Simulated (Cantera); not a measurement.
Charge: 1 mol Si, 0.014 mol H2O, 280 mol N2, equilibrated at 101000 Pa.

Equilibrium computed with Cantera from the NASA thermochemical tables; the gas is ideal and each condensed phase is pure. Candidate condensed phases: H2O, Si, SiO2, Si2N2O, Si3N4; 35 gas species. N2 is the only nitrogen source here; it is nearly inert below about 1500 K, so the nitride shown seldom forms there in practice. Mutual solubility and eutectic melting of coexisting phases are not modelled. Rates play no part.

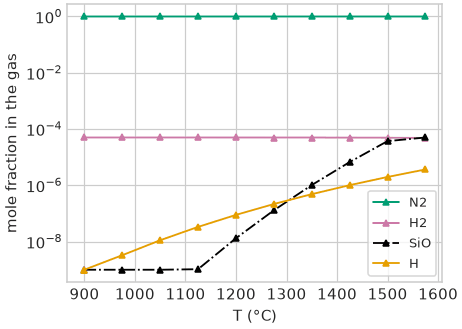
*Equilibrium gas composition (values under 1e-9 drawn at 1e-9)*

From 900 °C to 1500 °C the condensed part is Si2N2O(s) + Si3N4(s). At 1575 °C the condensed part is Si3N4(s).
